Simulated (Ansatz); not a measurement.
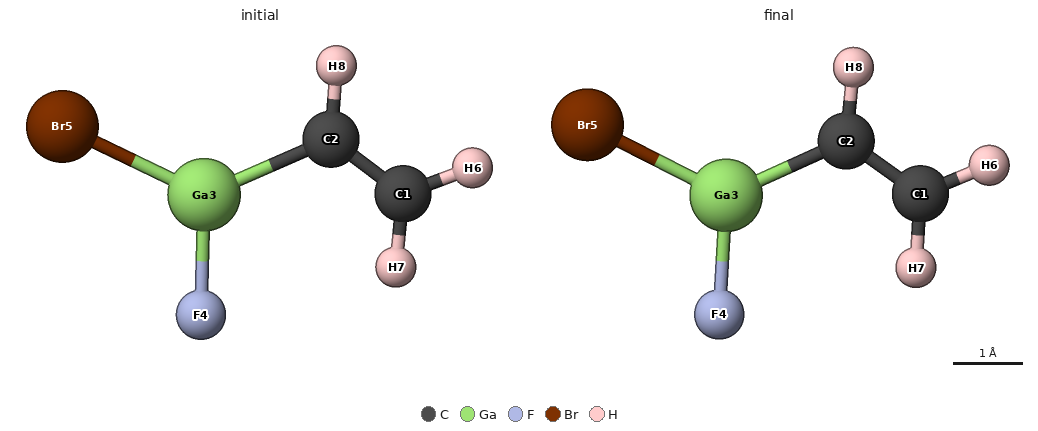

The structure of C2H3BrFGa before (left) and after (right) a relaxation, at one scale.

Style: ball-and-stick. Shown face on.

The start comes from GFN2-xTB.

These are results of RKS PBE0-D4/def2-TZVP (Ansatz 0.2.0), not measurements. Set-up: force threshold 0.005 eV/Å; at most 150 steps.

Summarise the run.

The energy falls by 0.083 eV in 5 geometry steps. The largest force component goes from 1.4 to 0.0044 eV/Å. The atom that moves furthest after the best rigid fit is Br5 (0.092 Å). Largest moves by element: Br 0.092 Å, C 0.060 Å, H 0.049 Å, Ga 0.045 Å, F 0.011 Å. Some distances before and after: C2–Ga3 2.023 → 1.926 Å, Ga3–Br5 2.295 → 2.270 Å, Ga3–F4 1.764 → 1.752 Å, C1–C2 1.320 → 1.331 Å. Among the angles between lasting bonds that change: C1–C2–H8 123.1° → 120.0°, C2–Ga3–F4 115.3° → 117.9°, Ga3–C2–H8 118.0° → 120.2°.
